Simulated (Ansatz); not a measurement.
**B3LYP/6-31G(d) (spherical functions) run of C2H3Al (ethynylalumane)**

Aim: the energy change on altering one bond length of C2H3Al (ethynylalumane) at B3LYP/6-31G* (spherical functions), from 2 runs. 

Program for the calculation: Ansatz 0.2.0.

37 further runs of the same task are left out: 1 that didn't finish, 36 set aside as unsound or not needed. Runs told in other sessions of the task aren't counted.

## 1. The molecule

The species is C2H3Al (6 atoms), meant as a singlet with charge 0. SMILES: `C#[C][AlH2]`. The coordinates come from a PBE0-D4/def2-TZVP relaxation.

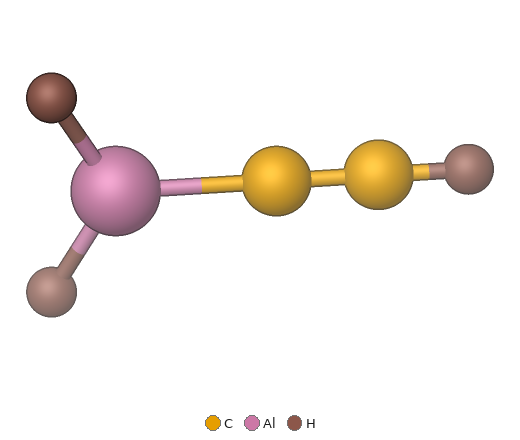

The structure, seen from a chosen angle (carbon amber, aluminium pink, hydrogen brown).

## 2. A single-point energy at B3LYP/6-31G(d) (spherical functions)

Contents of job.yaml:

```yaml
basis:
  gaussian: {orbitals: 6-31G_st_-spherical.json}
crystal:
  periodic: [false, false, false]
  atoms:
    - symbol: C
      position_ang: [-0.792800, -1.637600, -0.298100]
    - symbol: C
      position_ang: [-0.266100, -0.564200, -0.106200]
    - symbol: Al
      position_ang: [0.564800, 1.124200, 0.195000]
    - symbol: H
      position_ang: [-1.257000, -2.583100, -0.467400]
    - symbol: H
      position_ang: [1.356700, 1.804700, -0.990500]
    - symbol: H
      position_ang: [0.436600, 1.792000, 1.621000]
hamiltonian: {xc: {name: B3LYP}}
accuracy: high
output: {orbitals: {seedname: orbitals}}
```

The basis set 6-31G* is read from a file made from the Basis Set Exchange's data (not shown).

Run with:

```
$ ansatz run job.yaml --threads 1 --pin off --max-ram 3480MiB --events-out events.jsonl --progress --plain --runs-dir runs
```

The log of the run:

```text
Warning: RAYON_NUM_THREADS=1 ignored (pool sized by the plan → 1); use --threads N
Functional definition: B3LYP
  name "B3LYP"
  parameter a0 = 0.2
  parameter ax = 0.72
  parameter ac = 0.81
  exchange = (1 - a0 - ax)*slater_x + ax*b88_x + a0*exact_x
  correlation = (1 - ac)*vwn_rpa_c + ac*lyp_c
1086 factors; integrals over basis functions are off by at most 3.5e-9 eV
mean field evaluation 1: about -8713.5795 eV, gradient 3.8e1 eV
mean field evaluation 2: about -8711.0745 eV, gradient 4.7e1 eV
mean field evaluation 4: about -8717.6767 eV, gradient 3.5e0 eV
mean field evaluation 8: about -8717.7076 eV, gradient 1.3e-2 eV
mean field evaluation 16: about -8717.7076 eV, gradient 2.4e-7 eV
mean field -8717.70763448 eV, -320.3698464926 hartree, gradient 1.9e-8 eV, S^2 0.000000; 0 other end points of the search recorded, 0 dependent functions left out
reference -8717.70767293 eV, -320.3698479056 hartree; 14, 14 occupied and 38, 38 virtual orbitals, 1086 factors
Total energy: -8717.70767293 eV, -320.3698479056 hartree
```

It took 2.9 s on 1 thread of Intel Xeon Platinum 8259CL at 2.50GHz (Skylake/Cascade Lake), shared host; peak memory 0.16 GiB.

## 3. The distorted shape at the same level

Contents of run.yaml:

```yaml
crystal:
  periodic: [false, false, false]
  atoms:
    - {symbol: C, position_ang: [-1.424834, -2.925668, -0.528378]}
    - {symbol: C, position_ang: [-0.266100, -0.564200, -0.106200]}
    - {symbol: Al, position_ang: [0.564800, 1.124200, 0.195000]}
    - {symbol: H, position_ang: [-1.889034, -3.871168, -0.697678]}
    - {symbol: H, position_ang: [1.356700, 1.804700, -0.990500]}
    - {symbol: H, position_ang: [0.436600, 1.792000, 1.621000]}
basis:
  gaussian:
    orbitals: 6-31G_st_-spherical.json
hamiltonian:
  xc: {name: B3LYP}
output: {orbitals: {seedname: orbitals}}
accuracy: high
```

The basis set 6-31G* is read from a file made from the Basis Set Exchange's data (not shown).

Run with:

```
$ ansatz run run.yaml --threads 1 --pin off --max-ram 3480MiB --events-out events.jsonl --progress --plain --runs-dir runs
```

The log of the run (excerpt; [...] marks lines left out):

```text
Warning: RAYON_NUM_THREADS=1 ignored (pool sized by the plan → 1); use --threads N
[... 7 set-up lines as earlier in the session ...]
1064 factors; integrals over basis functions are off by at most 4.1e-9 eV
mean field evaluation 1: about -8697.8851 eV, gradient 3.7e1 eV
mean field evaluation 2: about -8609.4508 eV, gradient 1.2e2 eV
mean field evaluation 4: about -8680.9516 eV, gradient 7.6e1 eV
mean field evaluation 8: about -8705.1528 eV, gradient 4.8e-4 eV
mean field evaluation 16: about -8703.7497 eV, gradient 1.6e1 eV
mean field evaluation 32: about -8704.6189 eV, gradient 4.9e-1 eV
mean field -8705.15280461 eV, -319.9084650049 hartree, gradient 2.5e-8 eV, S^2 0.000000; 6 other end points of the search recorded, 0 dependent functions left out
reference -8705.15284711 eV, -319.9084665667 hartree; 14, 14 occupied and 38, 38 virtual orbitals, 1064 factors
Total energy: -8705.15284711 eV, -319.9084665667 hartree
```

It took 4.8 s on 1 thread of Intel Xeon Platinum 8259CL at 2.50GHz (Skylake/Cascade Lake), shared host; peak memory 0.15 GiB.

## 4. Summary of results

Level: B3LYP/6-31G* (spherical functions).

| quantity | value |
| --- | --- |
| first shape: total energy | -320.36985 Eh |
| first shape: HOMO energy | -7.52 eV |
| first shape: LUMO energy | -1.93 eV |
| first shape: HOMO–LUMO gap | 5.59 eV |
| distorted shape: total energy | -319.90847 Eh |
| distorted shape: HOMO energy | -5.31 eV |
| distorted shape: LUMO energy | -3.96 eV |
| distorted shape: HOMO–LUMO gap | 1.35 eV |
| energy change with the C1–C2 bond stretched from 1.211 to 2.664 Å | 12.555 eV |

One bond (distorted shape) is far stretched, which a spin-restricted single reference describes badly; a broken-symmetry solution may lie lower. With the C1–C2 bond stretched from 1.211 to 2.664 Å the energy rises by 12.55 eV (1211 kJ/mol). The first shape isn't relaxed at this level, so the change isn't measured from a minimum. A restricted reference can't describe the breaking bond well at this length.
